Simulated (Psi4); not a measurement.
**Geometry relaxation, with input and output: GeHBr (part 3 of 3)**

The same run, continued: GeHBr, SMILES [GeH][Br]; TPSS/3-21G, RKS (Psi4 1.11). The atoms were displaced at random from an optimised geometry.

Geometry of the input (Å):
```
Ge 0.3941  -0.8885  0.0862
Br 0.6127  1.3549  0.5847
H  -1.0447  -0.6803  -0.5822
```

The program's output, continued
```
    Molecular point group: cs
    Full point group: Cs

    Geometry (in Angstrom), charge = 0, multiplicity = 1:

       Center              X                  Y                   Z               Mass
    ------------   -----------------  -----------------  -----------------  -----------------
         GE          -0.232756035243    -1.224565518893     0.000000000000    73.921177761000
         BR           0.241517610043     1.160031266337     0.000000000000    78.918337600000
         H           -1.840168650553    -1.018444341486     0.000000000000     1.007825032230

  Nuclear repulsion =  260.365766937536307

   => Molecular Quadrature <=

    Radial Scheme          =       TREUTLER
    Pruning Scheme         =           NONE
    Nuclear Scheme         =       TREUTLER

    Blocking Scheme        =         OCTREE
    BS radius alpha        =              1
    Pruning alpha          =              1
    Radial Points          =             75
    Spherical Points       =            302
    Total Points           =          63376
    Total Blocks           =            547
    Max Points             =            251
    Max Functions          =             43
    Weights Tolerance      =       1.00E-15

  -Total Gradient:
     Atom            X                  Y                   Z
    ------   -----------------  -----------------  -----------------
       1        0.000206789998     0.000470772355     0.000000000000
       2        0.000070595570    -0.000544516467     0.000000000000
       3       -0.000196731364    -0.000090613058     0.000000000000

	total time  =          2 seconds =       0.03 minutes

    			-----------------------------------------

    			 OPTKING 3.0: for geometry optimizations

    			        with contributions from

    			-----------------------------------------

	                            ===> Fragment 1 <==

	 Z (Atomic Numbers)          Masses                          Geom
	      32.000000            73.921178         -0.43984516 -2.31409345  0.00000000
	      35.000000            78.918338          0.45640214  2.19214139  0.00000000
	       1.000000             1.007825         -3.47741477 -1.92458088  0.00000000

	 - Coordinate -           - BOHR/RAD -       - ANG/DEG -
	 R(1,2)           =         4.594498           2.431304
	 R(1,3)           =         3.062442           1.620574
	 B(2,1,3)         =         1.639589          93.941540

	        --- Internal Coordinate Step in ANG or DEG, aJ/ANG or AJ/DEG ---
	-------------------------------------------------------------------------------
	           Coordinate      Previous         Force          Change          New
	           ----------      --------        ------          ------        ------
	               R(1,2)       2.43130        0.00371        0.00191       2.43322
	               R(1,3)       1.62057       -0.00153       -0.00082       1.61975
	             B(2,1,3)      93.94154       -0.00003       -0.15277      93.78877
	-------------------------------------------------------------------------------

	                                 ==> Convergence Check <==

	Measures of convergence in internal coordinates in au.

	Criteria marked as inactive (o), active & met (*), and active & unmet ( ).

	----------------------------------------------------------------------------------------------
	   Step    Total Energy     Delta E     Max Force     RMS Force      Max Disp      RMS Disp
	----------------------------------------------------------------------------------------------
	  Convergence Criteria     1.00e-06 *    3.00e-04 *             o    1.20e-03 *             o
	----------------------------------------------------------------------------------------------
	     3   -4629.14758693   -4.80e-05      4.50e-04      3.41e-04 o    3.61e-03      2.74e-03 o  ~
	----------------------------------------------------------------------------------------------

Next Geometry in Ang
	Fragment 1 (Ang)

	   Ge  -0.2328637140  -1.2263772001   0.0000000000
	   Br   0.2404786885   1.1603536274   0.0000000000
	    H  -1.8390220502  -1.0169550213   0.0000000000

    Structure for next step:
    Molecular point group: cs
    Full point group: Cs

    Geometry (in Angstrom), charge = 0, multiplicity = 1:

    GE          -0.232286556632    -1.225681832617     0.000000000000
    BR           0.241055845905     1.161048994850     0.000000000000
    H           -1.838444892821    -1.016259653834     0.000000000000

gradient() will perform analytic gradient computation.

  ==> Geometry <==

    Molecular point group: cs
    Full point group: Cs

    Geometry (in Angstrom), charge = 0, multiplicity = 1:

       Center              X                  Y                   Z               Mass
    ------------   -----------------  -----------------  -----------------  -----------------
         GE          -0.232286556632    -1.225681832617     0.000000000000    73.921177761000
         BR           0.241055845905     1.161048994850     0.000000000000    78.918337600000
         H           -1.838444892821    -1.016259653834     0.000000000000     1.007825032230

  Running in cs symmetry.

  Rotational constants: A =      6.49937  B =      0.07398  C =      0.07315 [cm^-1]
  Rotational constants: A = 194846.32338  B =   2217.89795  C =   2192.93619 [MHz]
  Nuclear repulsion =  260.184338060001096

  Charge       = 0
  Multiplicity = 1
  Electrons    = 68
  Nalpha       = 34
  Nbeta        = 34

   => Molecular Quadrature <=

    Radial Scheme          =       TREUTLER
    Pruning Scheme         =           NONE
    Nuclear Scheme         =       TREUTLER

    Blocking Scheme        =         OCTREE
    BS radius alpha        =              1
    Pruning alpha          =              1
    Radial Points          =             75
    Spherical Points       =            302
    Total Points           =          63376
    Total Blocks           =            547
    Max Points             =            256
    Max Functions          =             43
    Weights Tolerance      =       1.00E-15

   => Auxiliary Basis Set <=

  Basis Set: (3-21G AUX)
    Blend: DEF2-UNIVERSAL-JKFIT
    Number of shells: 126
    Number of basis functions: 762
    Number of Cartesian functions: 762
    Spherical Harmonics?: false
    Max angular momentum: 5

  Cached 100.0% of DFT collocation blocks in 0.137 [GiB].

  Minimum eigenvalue in the overlap matrix is 4.7380776626E-03.
  Reciprocal condition number of the overlap matrix is 1.3139638623E-03.
    Using symmetric orthogonalization.

  ==> Iterations <==

                           Total Energy        Delta E     RMS |[F,P]|

   @DF-RKS iter   0: -4629.14743313634426   -4.62915e+03   1.40058e-04
   @DF-RKS iter   1: -4629.14758808170336   -1.54945e-04   1.41931e-05 DIIS
   @DF-RKS iter   2: -4629.14758696644276    1.11526e-06   3.12658e-05 DIIS
   @DF-RKS iter   3: -4629.14758841963157   -1.45319e-06   1.95640e-06 DIIS
   @DF-RKS iter   4: -4629.14758842603078   -6.39920e-09   4.89361e-07 DIIS
   @DF-RKS iter   5: -4629.14758842642459   -3.93811e-10   3.89293e-08 DIIS
   @DF-RKS iter   6: -4629.14758842643096   -6.36646e-12   3.32490e-09 DIIS
  Energy and wave function converged.

  ==> Post-Iterations <==

   Electrons on quadrature grid:
      Ntotal   =   67.9999947325 ; deviation = -5.268e-06

    Orbital Energies [Eh]
    ---------------------

    Doubly Occupied:

       1Ap  -478.400825     2Ap  -395.125046     3Ap   -61.516399
       4Ap   -55.130042     1App  -55.128303     5Ap   -55.126876
       6Ap   -49.040221     2App  -43.468046     7Ap   -43.466893
       8Ap   -43.465011     9Ap    -8.382760    10Ap    -6.185011
       3App   -6.178694    11Ap    -6.173537    12Ap    -5.971126
       4App   -4.138965    13Ap    -4.134357    14Ap    -4.126623
      15Ap    -2.329537     5App   -2.328317    16Ap    -2.324644
       6App   -2.319959    17Ap    -2.319456    18Ap    -0.980268
       7App   -0.976773    19Ap    -0.971558     8App   -0.970503
      20Ap    -0.966871    21Ap    -0.703515    22Ap    -0.471526
      23Ap    -0.313271     9App   -0.271209    24Ap    -0.268238
      25Ap    -0.221593

    Virtual:

      10App   -0.142402    26Ap    -0.049337    27Ap     0.047734
      28Ap     0.224010    29Ap     0.259865    30Ap     0.272176
      11App    0.272251    31Ap     0.610344    12App    0.624378
      32Ap     0.634091    33Ap     0.778550    34Ap     1.063840
      35Ap     7.838320    36Ap    23.816329

    Final Occupation by Irrep:
             Ap   App
    DOCC [    25,    9 ]
    NA   [    25,    9 ]
    NB   [    25,    9 ]

  @DF-RKS Final Energy: -4629.14758842643096

   => Energetics <=

    Nuclear Repulsion Energy =            260.1843380600010960
    One-Electron Energy =               -6975.3568212403924917
    Two-Electron Energy =                2256.6123874979139146
    DFT Exchange-Correlation Energy =    -170.5874927439533906
    Empirical Dispersion Energy =           0.0000000000000000
    VV10 Nonlocal Energy =                  0.0000000000000000
    Total Energy =                      -4629.1475884264309570

Computation Completed

Properties will be evaluated at   0.000000,   0.000000,   0.000000 [a0]

Properties computed using the SCF density matrix

 Multipole Moments:

 ------------------------------------------------------------------------------------
     Multipole            Electronic (a.u.)      Nuclear  (a.u.)        Total (a.u.)
 ------------------------------------------------------------------------------------

 L = 1.  Multiply by 2.5417464519 to convert [e a0] to [Debye]
 Dipole X            :          1.3501071           -1.5772790           -0.2271719
 Dipole Y            :         -1.4941525            0.7533139           -0.7408387
 Dipole Z            :          0.0000000            0.0000000            0.0000000
 Magnitude           :                                                    0.7748864

 ------------------------------------------------------------------------------------

	total time  =          6 seconds =       0.10 minutes

         ------------------------------------------------------------
                                   SCF GRAD
         ------------------------------------------------------------

  ==> Geometry <==

    Molecular point group: cs
    Full point group: Cs

    Geometry (in Angstrom), charge = 0, multiplicity = 1:

       Center              X                  Y                   Z               Mass
    ------------   -----------------  -----------------  -----------------  -----------------
         GE          -0.232286556632    -1.225681832617     0.000000000000    73.921177761000
         BR           0.241055845905     1.161048994850     0.000000000000    78.918337600000
         H           -1.838444892821    -1.016259653834     0.000000000000     1.007825032230

  Nuclear repulsion =  260.184338060001153

   => Molecular Quadrature <=

    Radial Scheme          =       TREUTLER
    Pruning Scheme         =           NONE
    Nuclear Scheme         =       TREUTLER

    Blocking Scheme        =         OCTREE
    BS radius alpha        =              1
    Pruning alpha          =              1
    Radial Points          =             75
    Spherical Points       =            302
    Total Points           =          63376
    Total Blocks           =            547
    Max Points             =            256
    Max Functions          =             43
    Weights Tolerance      =       1.00E-15

  -Total Gradient:
     Atom            X                  Y                   Z
    ------   -----------------  -----------------  -----------------
       1        0.000034235758     0.000026147371     0.000000000000
       2        0.000067491190    -0.000185260183     0.000000000000
       3       -0.000022200241    -0.000003821723     0.000000000000

	total time  =          2 seconds =       0.03 minutes

    			-----------------------------------------

    			 OPTKING 3.0: for geometry optimizations

    			        with contributions from

    			-----------------------------------------

	                            ===> Fragment 1 <==

	 Z (Atomic Numbers)          Masses                          Geom
	      32.000000            73.921178         -0.43895797 -2.31620298  0.00000000
	      35.000000            78.918338          0.45552953  2.19406462  0.00000000
	       1.000000             1.007825         -3.47415734 -1.92045242  0.00000000

	 - Coordinate -           - BOHR/RAD -       - ANG/DEG -
	 R(1,2)           =         4.598111           2.433215
	 R(1,3)           =         3.060891           1.619754
	 B(2,1,3)         =         1.636923          93.788769

	        --- Internal Coordinate Step in ANG or DEG, aJ/ANG or AJ/DEG ---
	-------------------------------------------------------------------------------
	           Coordinate      Previous         Force          Change          New
	           ----------      --------        ------          ------        ------
	               R(1,2)       2.43322        0.00082        0.00039       2.43361
	               R(1,3)       1.61975       -0.00019       -0.00010       1.61965
	             B(2,1,3)      93.78877       -0.00000       -0.00616      93.78261
	-------------------------------------------------------------------------------

	                                 ==> Convergence Check <==

	Measures of convergence in internal coordinates in au.

	Criteria marked as inactive (o), active & met (*), and active & unmet ( ).

	----------------------------------------------------------------------------------------------
	   Step    Total Energy     Delta E     Max Force     RMS Force      Max Disp      RMS Disp
	----------------------------------------------------------------------------------------------
	  Convergence Criteria     1.00e-06 *    3.00e-04 *             o    1.20e-03 *             o
	----------------------------------------------------------------------------------------------
	     4   -4629.14758843   -1.50e-06      9.93e-05 *    5.89e-05 o    7.40e-04 *    4.45e-04 o  ~
	----------------------------------------------------------------------------------------------

Next Geometry in Ang
	Fragment 1 (Ang)

	   Ge  -0.2323664396  -1.2258690839   0.0000000000
	   Br   0.2410905433   1.1612379976   0.0000000000
	    H  -1.8383997073  -1.0162614053   0.0000000000

    Final optimized geometry and variables:
    Molecular point group: cs
    Full point group: Cs

    Geometry (in Angstrom), charge = 0, multiplicity = 1:

    GE          -0.232286556632    -1.225681832617     0.000000000000
    BR           0.241055845905     1.161048994850     0.000000000000
    H           -1.838444892821    -1.016259653834     0.000000000000

    Psi4 run time: 0:00:41.78

[set-up sections that repeat, and orbital energies of the middle runs, are left out above]
```

Standard output
```
Optimizer: Optimization complete!
```

Trajectory as extended XYZ (Å, eV, eV/Å), 4 frames, from step=0 to step=3
```
3
Properties=species:S:1:pos:R:3:forces:R:3 step=0 energy=-125965.42275
Ge    0.3941   -0.8885    0.0862    0.0028  -1.5442  -0.2680
Br    0.6127    1.3549    0.5847    0.2230   1.6243   0.3926
H    -1.0447   -0.6803   -0.5822   -0.2315  -0.0742  -0.1264
3
Properties=species:S:1:pos:R:3:forces:R:3 step=1 energy=-125965.52167
Ge    0.3657   -0.9406    0.0632    0.0357  -0.1481  -0.0083
Br    0.6399    1.4048    0.6067   -0.0221   0.1068   0.0078
H    -1.0910   -0.7581   -0.6184   -0.0181   0.0501  -0.0001
3
Properties=species:S:1:pos:R:3:forces:R:3 step=2 energy=-125965.52298
Ge    0.3712   -0.9461    0.0650   -0.0079  -0.0239  -0.0080
Br    0.6347    1.4097    0.6050   -0.0052   0.0277   0.0023
H    -1.0864   -0.7425   -0.6135    0.0088   0.0046   0.0051
3
Properties=species:S:1:pos:R:3:forces:R:3 step=3 energy=-125965.52302
Ge    0.3717   -0.9472    0.0650   -0.0015  -0.0013  -0.0010
Br    0.6343    1.4107    0.6050   -0.0038   0.0094  -0.0002
H    -1.0850   -0.7403   -0.6124    0.0010   0.0002   0.0005
```

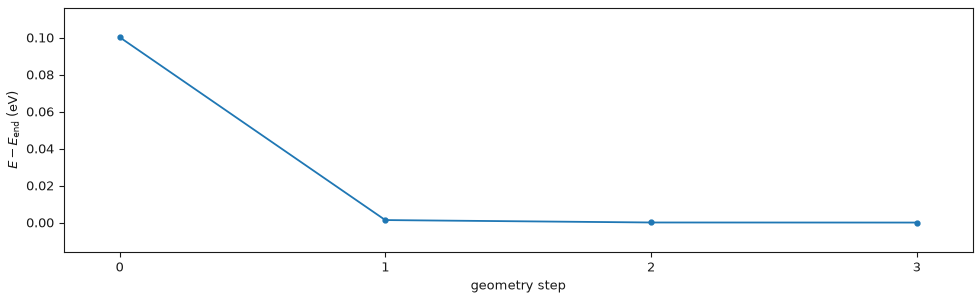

Figure 1. Progress of the relaxation, step by step (steps are counted from 0).

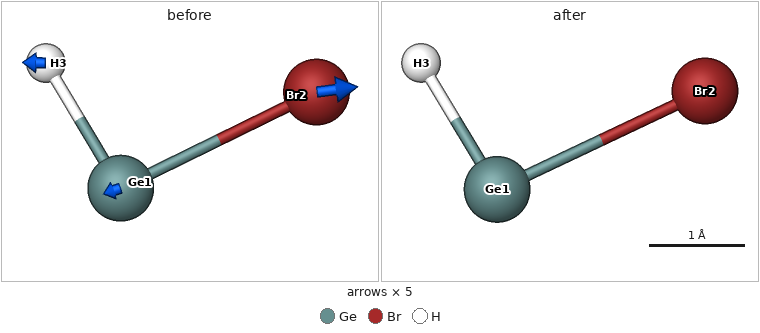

Figure 2. Before (left) and after (right) the relaxation, at one scale (ball-and-stick view, seen at a tilt). The blue arrows give the displacements, magnified 5 times. The energy falls by 0.100 eV in 3 geometry steps. The largest force component goes from 1.6 to 0.0094 eV/Å. The atom that moves furthest after the best rigid fit is Br2 (0.090 Å). Largest moves by element: Br 0.090 Å, H 0.051 Å, Ge 0.040 Å. Among the contacts that change: Ge1–Br2 2.309 → 2.433 Å, Ge1–H3 1.600 → 1.620 Å. (Atoms are counted from 1 in the order of the input.)

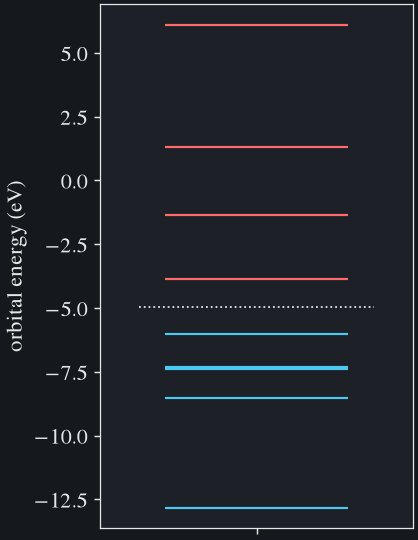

Figure 3. Orbital energies near the frontier; the dotted line parts filled from empty levels, and levels within 0.02 eV of each other stand side by side. Highest filled −6.03 eV, lowest empty −3.88 eV, 2.15 eV apart.

Key numbers

- outcome: converged
- total energy: −4629.147588 hartree
- HOMO: −6.03 eV
- LUMO: −3.87 eV
- dipole moment: 1.97 D
- hardware: 1 thread of AMD EPYC 7571, 12 GiB of memory available, shared host
- wall time: 44 s
- peak memory: 0.4 GiB
